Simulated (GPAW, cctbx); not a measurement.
# How far are the atoms of Rb2Pt from free atoms?

Question: by how much does bonding change the X-ray structure factors of Rb2Pt, and what does a routine refinement make of it?

The cell comes from substitution in a known structure type and wasn't matched to any measured phase. All numbers below are calculated.

## Step 1: Find the equilibrium geometry

The density hangs on the geometry, so cell and atoms are relaxed first, with the symmetry held. The cutoff is set higher than for the density because stress converges slowly with plane waves.

Settings: GPAW 26.7.0, PBE, 570 eV, 5×3×3 k-points (along the axes of the calculation cell), Fermi–Dirac width 0.1 eV, BFGS to 0.03 eV/Å.

```text
cell
1.0
     0.000000000    0.000000000    3.889000000
     6.034000000    0.000000000    0.000000000
     0.000000000    6.034000000    0.000000000
Pt Rb
1 2
Direct
0.000000000 0.000000000 0.000000000
0.500000000 0.500000000 0.000000000
0.500000000 0.000000000 0.500000000
```

```console
$ OMP_NUM_THREADS=1 mpirun -n 4 gpaw python run.py > gpaw.log
```

```text
BFGS:    0       -7.628228        0.495720
BFGS:    1       -7.635174        0.481818
BFGS:    2       -7.735512        0.281454
BFGS:    3       -7.750893        0.411976
BFGS:    4       -7.753391        0.395725
BFGS:    5       -7.789105        0.102262
BFGS:    6       -7.795280        0.041955
BFGS:    7       -7.795819        0.012563
cell  4.2401 5.4985 5.4985  90.00 90.00 90.00
volume 128.194 A^3, largest force 0.000 eV/A, largest stress 0.05 GPa
```

After 7 steps the volume has changed by -9.5 % and the energy by -0.168 eV; the largest stress left is 0.05 GPa. It took 74 s on 4 cores of Arm Neoverse N1 (shared host), peak memory 0.86 GiB.

Relaxed structure: P4/mmm (no. 123), a = 5.4985 Å, b = 5.4985 Å, c = 4.2401 Å, α = 90.00°, β = 90.00°, γ = 90.00°.

```
atom  mult.    x  y    z
 Pt1      1    0  0    0
 Rb1      2  1/2  0  1/2
```

## Step 2: The all-electron density

X-rays see the whole electron density, so the PAW density is rebuilt with its core regions. Subtracting spherical free atoms from the same code cancels the cores and leaves the deformation density Δρ, the part due to bonding.

Settings: PBE, 450 eV, 6×4×4 k-points (along the axes of the calculation cell), Fermi–Dirac width 0.1 eV; primitive cell of 3 atoms.

```console
$ OMP_NUM_THREADS=1 mpirun -n 4 gpaw python run.py > gpaw.log
```

```text
|iter:   1|       0s |   -8.871598 | -0.06 |       |
|iter:   2|       1s |   -8.636455 | -1.51 | -1.22 |
|iter:   3|       2s |   -7.800180 | -1.26 | -1.27 |
...
|iter:   9|       9s |   -7.753779c| -5.98 | -3.93 |
|iter:  10|      11s |   -7.753738c| -6.45 | -4.16c|
|iter:  11|      12s |   -7.753739c| -7.56c| -5.12c|
```

```text
grid (42, 54, 54)  electrons 152.000  moved by bonding 0.712 e
deformation density beyond 0.5 A of the nuclei: max 0.053, min -0.157 e/A^3
atom        x       y       z   Voronoi charge  moment
Pt1    0.0000  0.0000  0.0000     -0.571       0.00
Rb2    0.5000  0.5000  0.0000      0.286       0.00
Rb3    0.5000  0.0000  0.5000      0.286       0.00
mean inner potential of superposed free atoms 12.408 V
total magnetic moment 0.000 muB
```

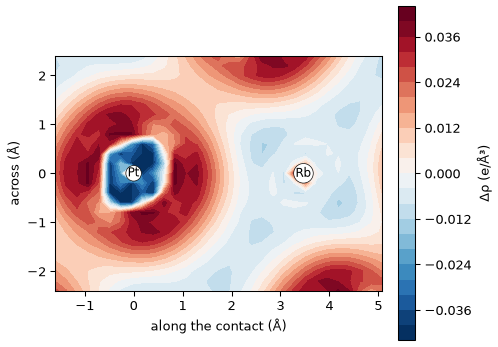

Deformation density in a plane through the shortest contact of the Pt atom at the origin; red gains electrons, blue loses them.

Pt gains most (-0.57 e) and Rb loses most (+0.29 e), as electronegativity suggests. Along the shortest contact from the Pt atom at the map's origin, Pt–Rb at 3.47 Å, Δρ is +0.02 e/Å³ at the midpoint and highest, +0.05, 0.81 Å from Pt (points within 0.5 Å of a nucleus left out): little piles up between the atoms. Point values carry grid noise of about 0.01 e/Å³. The run needed 11 iterations, 19 s.

## Step 3: Structure factors

The Fourier components of Δρ, added to those of the free atoms, give the static X-ray structure factors; the Mott–Bethe relation turns them into the Fourier components V of the potential that fast electrons feel.

```text
static structure factors of the conventional cell: F in electrons, V (Mott-Bethe) in volts
   h  k  l      d  |F| table  |F| free   |F| DFT   change   |V| free  |V| DFT  change %
   1  0  0  5.4985    74.727    74.668    75.256    0.588     3.601    2.966    -17.6
   0  0  1  4.2401     6.586     6.479     6.796    0.316     1.594    1.797     12.8
   1  1  0  3.8880     6.723     6.633     6.754    0.120     1.423    1.488      4.6
   1  0  1  3.3577    70.427    70.371    70.413    0.042     3.075    3.058     -0.6
   1  1  1  2.8656   129.454   129.414   129.400   -0.014     6.632    6.636      0.1
   2  0  0  2.7493   128.165   128.129   128.038   -0.091     6.451    6.476      0.4
   2  1  0  2.4590    66.011    65.973    65.856   -0.117     2.600    2.626      1.0
   2  0  1  2.3068     7.729     7.675     7.516   -0.158     0.699    0.669     -4.3
   2  1  1  2.1272    63.489    63.443    63.291   -0.152     2.355    2.380      1.0
   0  0  2  2.1200   118.938   118.908   118.768   -0.140     5.318    5.340      0.4
   1  0  2  1.9781    62.118    62.063    61.918   -0.145     2.230    2.250      0.9
   2  2  0  1.9440   115.468   115.428   115.300   -0.128     4.942    4.959      0.4
   1  1  2  1.8613     8.164     8.086     7.966   -0.120     0.506    0.491     -2.9
   3  0  0  1.8328    60.602    60.538    60.399   -0.139     2.097    2.114      0.8
```

The largest X-ray change is +0.59 e on 100, 0.8 % of |F|. For electrons V goes as (Z − F)/g², so a change of F counts against Z − F, which is small at low angle and wherever the atoms' terms cancel: |V| of 100 moves by -17.6 % (3.60 to 2.97 V) against +0.8 % in |F|. The last three rows change by 0.14 e or less, against 0.59 e at the top: the effect is concentrated at low angle. The tabulated Hartree–Fock atoms differ from the free DFT atoms by up to 0.11 e, so the choice of reference atom matters too.

## Step 4: Refining ordinary atoms against data with bonding

Routine crystallography fits spherical atoms. To see the bias, intensities are simulated from tabulated atoms plus the DFT change ΔF, so that bonding alone can misfit (4268 reflections of the full sphere, merged to the counts below, to 0.5 Å, 0.5 % proportional noise plus counting noise, assumed isotropic U as listed, Δρ smeared by the mean U) and refined with cctbx over different ranges.

```
                    range  data      R1  GooF  U Pt1 (true 0.0043)  U Rb1 (true 0.0058)  largest shift (Å)  Δρ max, min (e/Å³)
                 all data   359  0.0022  0.95               0.0043               0.0058             0.0000         0.17, -0.23
 low resolution, d > 0.84    91  0.0019  1.03               0.0042               0.0057             0.0000         0.08, -0.10
     high order, d < 0.75   234  0.0025  0.91               0.0043               0.0058             0.0000         0.14, -0.15
occupancies free, d > 0.7   146  0.0020  1.02               0.0043               0.0057             0.0000         0.10, -0.12
```

With all data GooF is 0.95, so at this noise the bonding hardly shows; the top residual peak, near noise level, lies 1.99 Å from Rb and 1.99 Å from Rb. No U is off by more than 3 s.u. at low resolution. Symmetry fixes every coordinate, so the shifts are zero by construction. With Pt1 held at 1 and the scale free, the other occupancies refine to Rb1 1.000(0.001), within three s.u. of full.

## Step 5: Answer

Bonding moves 0.71 e in the primitive cell of Rb2Pt and changes the structure factors of the conventional cell in the table above by at most 0.59 e (100, 0.8 %), and among reflections above 2 % of the strongest by up to 4.9 % (001). The shortest bond, Pt–Rb, has Δρ = +0.02 e/Å³ at its midpoint. With all data GooF is 0.95, so at this noise the bonding hardly shows. Limits: static density, frozen cores, no spin–orbit coupling.

[Outputs are excerpts: Python notices, other lines and further rows are left out; steps that failed or that the build refused (PBEsol, TPSS) are not shown.]

[Logs are printed without paths, hosts, clocks, repeated set-up lines and the standing remarks that a program may print on its own settings, such as how far it seeks lower states.]
